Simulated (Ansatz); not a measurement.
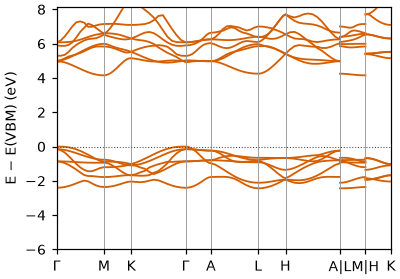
Fig. 1. Band structure from r²SCAN (plane waves, PAW; program Ansatz)

Q: Read off the gap and where the band edges lie.

A: About 4.2 eV (4.15 eV by a search for the band edges); maximum at Γ, minimum at M.

The material is CaI₂ (CdI2 type, P-3m1).

The first step of the workflow began from a Materials Project structure, measured or hypothetical; the Crystallography Open Database files this formula in space group No. 164, but the cells were not matched. Whether it is the stable phase at ambient conditions was not checked. The r²SCAN relaxation kept the symmetry of its start; whether a distortion lowers the energy is not shown. A crystal of weakly bound layers computed without a dispersion correction: the cell and the soft elastic constants depend strongly on that. Scalar-relativistic: spin–orbit coupling is off unless named, which matters more the heavier the elements.

Potentials: the later of the program's two PAW sets.
